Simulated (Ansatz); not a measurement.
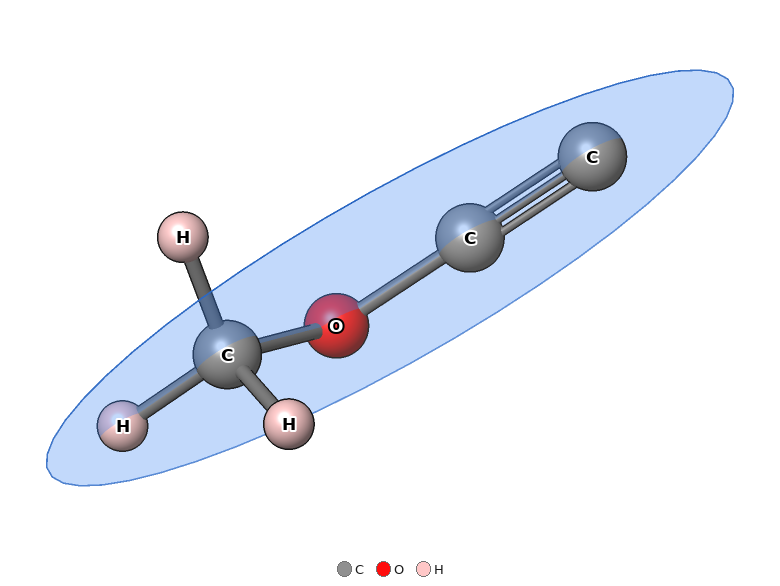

All proper rotation axes (lines) and mirror planes (discs) of the structure are drawn in. Depth is shown by fading: the farther an atom, the more it takes the colour of the background. State: charge −1, singlet. The geometry was computed by an optimisation with PBE0-D4/def2-TZVPD. No frequency run is at hand to confirm it as a minimum.

> Name the symmetry elements and the point group.

It has 1 mirror plane. Point group Cs. The group has 2 operations. The geometry is achiral, and symmetry allows a dipole moment.
